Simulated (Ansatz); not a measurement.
# Run report: AlBH6O, nudged elastic band (part 1 of 2)

System: AlBH6O.
Method: RKS PBE-D4/def2-SVP (Ansatz 0.2.0).

It belongs to a series of runs on one base structure; here: band between the two ends. Figures and captions count atoms from 1; the log counts them from 0 in places.

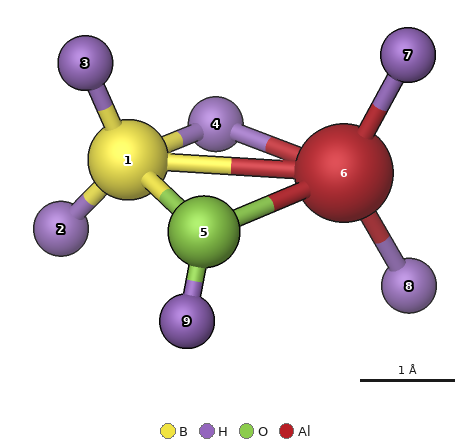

**Figure 1.** The input geometry (ball-and-stick view, seen on its broad side; atoms are numbered from 1 in the order of the input). Sticks mark near contacts. Bond lengths as drawn: Al–B 2.32 Å, Al–H 1.59 to 1.78 Å, Al–O 1.88 Å, B–H 1.22 to 1.33 Å, B–O 1.56 Å and H–O 0.97 Å.

### Input
```yaml
crystal:
  periodic: [false, false, false]
  atoms:
    - { symbol: B, position_ang: [0.165095, -0.425388, 0.140385] }
    - { symbol: H, position_ang: [-0.410327, 0.532196, 0.629025] }
    - { symbol: H, position_ang: [1.268987, -0.271369, -0.350255] }
    - { symbol: H, position_ang: [-0.622456, -0.787804, -0.871765] }
    - { symbol: O, position_ang: [0.143736, -1.673028, 1.07993] }
    - { symbol: Al, position_ang: [-0.797269, -2.476565, -0.338489] }
    - { symbol: H, position_ang: [0.10653, -3.419843, -1.23708] }
    - { symbol: H, position_ang: [-2.324797, -2.669094, 0.065125] }
    - { symbol: H, position_ang: [-0.3682, -1.479705, 1.885824] }
basis:
  gaussian: { orbitals: def2-SVP }
hamiltonian:
  xc: pbe
  dispersion: d4
neb:
  order_check: false
  images: 9
  f_tol: 0.05
  max_iterations: 41
  final_atoms:
    - { symbol: B, position_ang: [0.06148043, -0.32226146, -0.59189241] }
    - { symbol: H, position_ang: [0.05445801, 0.06320638, 2.33338227] }
    - { symbol: H, position_ang: [1.22344996, -0.11110727, -0.91524465] }
    - { symbol: H, position_ang: [-0.67664351, 0.59437537, -0.25219177] }
    - { symbol: O, position_ang: [-0.41476172, -1.57839208, -0.61584504] }
    - { symbol: Al, position_ang: [-1.01355443, -3.1929211, -0.59026445] }
    - { symbol: H, position_ang: [-0.82836873, -3.99500359, 0.76890261] }
    - { symbol: H, position_ang: [-1.69213707, -3.71672935, -1.92787479] }
    - { symbol: H, position_ang: [0.44737606, -0.4117669, 2.79372823] }
  initial_path:
    images:
      - { positions_ang: [[0.165095, -0.425388, 0.140385], [-0.410327, 0.532196, 0.629025], [1.268987, -0.271369, -0.350255], [-0.622456, -0.787804, -0.871765], [0.143736, -1.673028, 1.07993], [-0.797269, -2.476565, -0.338489], [0.10653, -3.419843, -1.23708], [-2.324797, -2.669094, 0.065125], [-0.3682, -1.479705, 1.885824]] }
      - { positions_ang: [[0.14087484, -0.3419848, 0.11880778], [-0.33014247, 0.41966043, 0.8175028], [1.23400562, -0.22308849, -0.38556281], [-0.69093062, -0.62418172, -0.81688597], [0.12501756, -1.66613115, 0.97371828], [-0.79325509, -2.57655008, -0.3276136], [0.07303962, -3.60627641, -1.08023256], [-2.3035178, -2.68996571, -0.11699305], [-0.29379266, -1.36208208, 1.81995913]] }
      - { positions_ang: [[0.11665469, -0.25858159, 0.09723056], [-0.24995794, 0.30712485, 1.00598061], [1.19902424, -0.17480798, -0.42087062], [-0.75940524, -0.46055944, -0.76200694], [0.10629911, -1.65923429, 0.86750656], [-0.78924119, -2.67653516, -0.31673821], [0.03954924, -3.79270982, -0.92338513], [-2.28223859, -2.71083741, -0.2991111], [-0.21938531, -1.24445916, 1.75409426]] }
      - { positions_ang: [[0.09243453, -0.17517839, 0.07565334], [-0.16977341, 0.19458928, 1.19445841], [1.16404286, -0.12652747, -0.45617842], [-0.82787987, -0.29693716, -0.70712791], [0.08758067, -1.65233744, 0.76129485], [-0.78522728, -2.77652024, -0.30586281], [0.00605885, -3.97914323, -0.76653769], [-2.26095939, -2.73170912, -0.48122915], [-0.14497797, -1.12683624, 1.68822939]] }
      - { positions_ang: [[0.06821438, -0.09177519, 0.05407612], [-0.08958888, 0.08205371, 1.38293622], [1.12906148, -0.07824696, -0.49148623], [-0.89635449, -0.13331488, -0.65224888], [0.06886222, -1.64544059, 0.65508313], [-0.78121337, -2.87650531, -0.29498742], [-0.02743153, -4.16557664, -0.60969026], [-2.23968018, -2.75258082, -0.6633472], [-0.07057062, -1.00921332, 1.62236452]] }
      - { positions_ang: [[0.04399422, -0.00837198, 0.0324989], [-0.00940435, -0.03048187, 1.57141402], [1.0940801, -0.02996645, -0.52679404], [-0.96482911, 0.0303074, -0.59736984], [0.05014378, -1.63854373, 0.54887141], [-0.77719946, -2.97649039, -0.28411202], [-0.06092191, -4.35201004, -0.45284282], [-2.21840098, -2.77345253, -0.84546525], [0.00383672, -0.8915904, 1.55649964]] }
      - { positions_ang: [[0.04749146, -0.07114988, -0.09237936], [0.00336812, -0.01174422, 1.72380767], [1.11995407, -0.04619461, -0.60448416], [-0.90719199, 0.14312099, -0.52833423], [-0.04283732, -1.6265134, 0.31592812], [-0.82447046, -3.01977653, -0.34534251], [-0.21441127, -4.28060875, -0.20849374], [-2.1131482, -2.96210789, -1.06194716], [0.09254459, -0.7956257, 1.80394536]] }
      - { positions_ang: [[0.05098871, -0.13392777, -0.21725762], [0.01614059, 0.00699343, 1.87620132], [1.14582804, -0.06242278, -0.68217428], [-0.84955487, 0.25593459, -0.45929862], [-0.13581842, -1.61448307, 0.08298483], [-0.87174145, -3.06306267, -0.40657299], [-0.36790064, -4.20920746, 0.03585535], [-2.00789542, -3.15076326, -1.27842906], [0.18125246, -0.699661, 2.05139108]] }
      - { positions_ang: [[0.05448595, -0.19670567, -0.34213589], [0.02891306, 0.02573108, 2.02859497], [1.17170202, -0.07865094, -0.7598644], [-0.79191775, 0.36874818, -0.390263], [-0.22879952, -1.60245274, -0.14995846], [-0.91901245, -3.10634881, -0.46780348], [-0.52139, -4.13780617, 0.28020444], [-1.90264263, -3.33941862, -1.49491097], [0.26996033, -0.6036963, 2.29883679]] }
      - { positions_ang: [[0.05798319, -0.25948357, -0.46701415], [0.04168554, 0.04446873, 2.18098862], [1.19757599, -0.09487911, -0.83755453], [-0.73428063, 0.48156177, -0.32122739], [-0.32178062, -1.59042241, -0.38290175], [-0.96628344, -3.14963495, -0.52903396], [-0.67487937, -4.06640488, 0.52455352], [-1.79738985, -3.52807399, -1.71139288], [0.35866819, -0.5077316, 2.54628251]] }
      - { positions_ang: [[0.06148043, -0.32226146, -0.59189241], [0.05445801, 0.06320638, 2.33338227], [1.22344996, -0.11110727, -0.91524465], [-0.67664351, 0.59437537, -0.25219177], [-0.41476172, -1.57839208, -0.61584504], [-1.01355443, -3.1929211, -0.59026445], [-0.82836873, -3.99500359, 0.76890261], [-1.69213707, -3.71672935, -1.92787479], [0.44737606, -0.4117669, 2.79372823]] }
```

Machine: 1 thread of Intel Xeon @ 2.50GHz (Skylake/Cascade Lake), 32 GiB of memory available, shared host.

Command:
```bash
ansatz run input.yaml --threads 1 --pin off --max-ram 2048MiB --backend cpu --events-out ev --progress --plain --runs-dir out
```

### What the program printed
```
Engine: ansatz 0.2.0, x86_64-unknown-linux-gnu
Functional definition: PBE
  parameter kappa = 0.804
  parameter beta = 0.06672455060314922
  exchange = pbe_x(kappa = kappa, mu = beta*pi^2/3)
  correlation = pbe_c(beta = beta)
838 factors; their error is unknown
mean field evaluation 1: about -9402.0937 eV, gradient 4.7e1 eV
mean field evaluation 2: about -9389.9554 eV, gradient 9.2e1 eV
mean field evaluation 4: about -9407.2417 eV, gradient 4.2e0 eV
mean field evaluation 8: about -9407.2633 eV, gradient 3.1e-2 eV
mean field -9407.26334450 eV, -345.7105514382 hartree, gradient 3.4e-5 eV, S^2 0.000000; 0 other end points of the search recorded, 0 dependent functions left out
the calculation of the forces begins
reference -9407.26338476 eV, -345.7105529178 hartree; 16, 16 occupied and 60, 60 virtual orbitals, 838 factors
838 factors; their error is unknown
mean field evaluation 16: about -9348.6776 eV, gradient 1.5e2 eV
mean field -9407.01969766 eV, -345.7015975820 hartree, gradient 1.5e-5 eV, S^2 0.000000; 0 other end points of the search recorded, 0 dependent functions left out
[... from here on the field's lines of each further geometry are left out, up to the last ...]
NEB iter   1: max|band force component| = 8.770e0 eV/Å  barrier→ = 3.5430 eV  barrier← = 3.2763 eV  Δτ_max = 0.2000 Å  (264 SCF iters)
NEB iter   2: max|band force component| = 5.162e0 eV/Å  barrier→ = 1.9365 eV  barrier← = 1.6698 eV  Δτ_max = 0.1998 Å  (260 SCF iters)
NEB iter   3: max|band force component| = 1.675e0 eV/Å  barrier→ = 1.7201 eV  barrier← = 1.4535 eV  Δτ_max = 0.1895 Å  (254 SCF iters)
NEB iter   4: max|band force component| = 1.909e0 eV/Å  barrier→ = 1.6293 eV  barrier← = 1.3627 eV  Δτ_max = 0.0962 Å  (236 SCF iters)
NEB iter   5: max|band force component| = 5.586e-1 eV/Å  barrier→ = 1.5033 eV  barrier← = 1.2366 eV  Δτ_max = 0.1904 Å  (237 SCF iters)
NEB iter   6: max|band force component| = 1.173e0 eV/Å  barrier→ = 1.5724 eV  barrier← = 1.3058 eV  Δτ_max = 0.0957 Å  (233 SCF iters)
NEB iter   7: max|band force component| = 4.651e-1 eV/Å  barrier→ = 1.6619 eV  barrier← = 1.3953 eV  CI = image 5  Δτ_max = 0.1736 Å  (238 SCF iters)
NEB iter   8: max|band force component| = 7.103e-1 eV/Å  barrier→ = 1.6757 eV  barrier← = 1.4090 eV  CI = image 5  Δτ_max = 0.0907 Å  (228 SCF iters)
NEB iter   9: max|band force component| = 3.920e-1 eV/Å  barrier→ = 1.6587 eV  barrier← = 1.3921 eV  CI = image 5  Δτ_max = 0.0904 Å  (231 SCF iters)
NEB iter  10: max|band force component| = 4.383e-1 eV/Å  barrier→ = 1.6429 eV  barrier← = 1.3762 eV  CI = image 5  Δτ_max = 0.0457 Å  (234 SCF iters)
NEB iter  11: max|band force component| = 3.006e-1 eV/Å  barrier→ = 1.6376 eV  barrier← = 1.3709 eV  CI = image 5  Δτ_max = 0.0455 Å  (236 SCF iters)
NEB iter  12: max|band force component| = 3.097e-1 eV/Å  barrier→ = 1.6324 eV  barrier← = 1.3657 eV  CI = image 5  Δτ_max = 0.0908 Å  (236 SCF iters)
NEB iter  13: max|band force component| = 2.827e-1 eV/Å  barrier→ = 1.6258 eV  barrier← = 1.3591 eV  CI = image 5  Δτ_max = 0.1746 Å  (237 SCF iters)
NEB iter  14: max|band force component| = 3.782e-1 eV/Å  barrier→ = 1.6205 eV  barrier← = 1.3538 eV  CI = image 5  Δτ_max = 0.0903 Å  (247 SCF iters)
NEB iter  15: max|band force component| = 3.637e-1 eV/Å  barrier→ = 1.6163 eV  barrier← = 1.3496 eV  CI = image 5  Δτ_max = 0.0902 Å  (236 SCF iters)
NEB iter  16: max|band force component| = 2.820e-1 eV/Å  barrier→ = 1.6128 eV  barrier← = 1.3461 eV  CI = image 5  Δτ_max = 0.0904 Å  (238 SCF iters)
NEB iter  17: max|band force component| = 2.023e-1 eV/Å  barrier→ = 1.6087 eV  barrier← = 1.3420 eV  CI = image 5  Δτ_max = 0.0905 Å  (236 SCF iters)
NEB iter  18: max|band force component| = 9.595e-1 eV/Å  barrier→ = 1.6061 eV  barrier← = 1.3394 eV  CI = image 5  Δτ_max = 0.0450 Å  (235 SCF iters)
NEB iter  19: max|band force component| = 3.206e-1 eV/Å  barrier→ = 1.6042 eV  barrier← = 1.3375 eV  CI = image 5  Δτ_max = 0.0906 Å  (239 SCF iters)
NEB iter  20: max|band force component| = 2.121e-1 eV/Å  barrier→ = 1.6025 eV  barrier← = 1.3358 eV  CI = image 5  Δτ_max = 0.0695 Å  (236 SCF iters)
NEB iter  21: max|band force component| = 1.876e-1 eV/Å  barrier→ = 1.6012 eV  barrier← = 1.3345 eV  CI = image 5  Δτ_max = 0.0925 Å  (237 SCF iters)
NEB iter  22: max|band force component| = 1.797e-1 eV/Å  barrier→ = 1.6002 eV  barrier← = 1.3335 eV  CI = image 5  Δτ_max = 0.0450 Å  (232 SCF iters)
NEB iter  23: max|band force component| = 1.149e-1 eV/Å  barrier→ = 1.5986 eV  barrier← = 1.3319 eV  CI = image 5  Δτ_max = 0.0451 Å  (236 SCF iters)
NEB iter  24: max|band force component| = 8.837e-2 eV/Å  barrier→ = 1.5976 eV  barrier← = 1.3310 eV  CI = image 5  Δτ_max = 0.0449 Å  (236 SCF iters)
NEB iter  25: max|band force component| = 2.091e-1 eV/Å  barrier→ = 1.5967 eV  barrier← = 1.3300 eV  CI = image 5  Δτ_max = 0.0226 Å  (235 SCF iters)
NEB iter  26: max|band force component| = 2.110e-1 eV/Å  barrier→ = 1.5959 eV  barrier← = 1.3292 eV  CI = image 5  Δτ_max = 0.0113 Å  (237 SCF iters)
NEB iter  27: max|band force component| = 1.089e-1 eV/Å  barrier→ = 1.5955 eV  barrier← = 1.3288 eV  CI = image 5  Δτ_max = 0.0226 Å  (237 SCF iters)
NEB iter  28: max|band force component| = 1.190e-1 eV/Å  barrier→ = 1.5949 eV  barrier← = 1.3282 eV  CI = image 5  Δτ_max = 0.0449 Å  (237 SCF iters)
NEB iter  29: max|band force component| = 1.021e-1 eV/Å  barrier→ = 1.5945 eV  barrier← = 1.3278 eV  CI = image 5  Δτ_max = 0.0905 Å  (226 SCF iters)
NEB iter  30: max|band force component| = 2.963e-1 eV/Å  barrier→ = 1.5941 eV  barrier← = 1.3275 eV  CI = image 5  Δτ_max = 0.0451 Å  (235 SCF iters)
NEB iter  31: max|band force component| = 2.030e-1 eV/Å  barrier→ = 1.5939 eV  barrier← = 1.3273 eV  CI = image 5  Δτ_max = 0.0902 Å  (241 SCF iters)
NEB iter  32: max|band force component| = 2.176e-1 eV/Å  barrier→ = 1.5938 eV  barrier← = 1.3271 eV  CI = image 5  Δτ_max = 0.0450 Å  (238 SCF iters)
NEB iter  33: max|band force component| = 5.974e-1 eV/Å  barrier→ = 1.5937 eV  barrier← = 1.3270 eV  CI = image 5  Δτ_max = 0.0225 Å  (239 SCF iters)
NEB iter  34: max|band force component| = 2.448e-1 eV/Å  barrier→ = 1.5936 eV  barrier← = 1.3269 eV  CI = image 5  Δτ_max = 0.0450 Å  (216 SCF iters)
the calculation of the forces begins
reference -9407.01867682 eV, -345.7015600669 hartree; 16, 16 occupied and 60, 60 virtual orbitals, 838 factors
838 factors; their error is unknown
mean field evaluation 2464: about -9405.7127 eV, gradient 2.6e-1 eV
mean field -9405.68111508 eV, -345.6524055796 hartree, gradient 9.0e-6 eV, S^2 0.000000; 1 other end points of the search recorded, 0 dependent functions left out
the calculation of the forces begins
reference -9405.68115661 eV, -345.6524071056 hartree; 16, 16 occupied and 60, 60 virtual orbitals, 838 factors
NEB iter  35: max|band force component| = 4.537e-2 eV/Å  barrier→ = 1.5935 eV  barrier← = 1.3269 eV  CI = image 5  Δτ_max = 0.0000 Å  (437 SCF iters)
```
